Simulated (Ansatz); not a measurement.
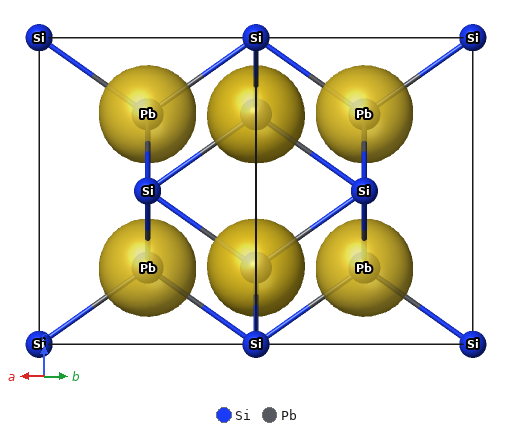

SiPb$_{2}$. Isosurface of the valence electron density at 0.4 e/Å³ (yellow), seen along [110]. Sticks mark near contacts.

Space group Fm-3m.

All numbers below come from DFT PBE, scalar-relativistic, plane waves, PAW (Ansatz).

How is the density connected at this value?

At this value the density breaks into separate islands; it holds about 65 % of the electrons treated as valence (semicore included). It bridges none of the near contacts. It is pinched off along the sampled Si–Pb (3.08 Å) contacts. On the grid the lowest density along these lines, outside the cores, is 0.2 e/Å³ (Si–Pb, 3.08 Å).
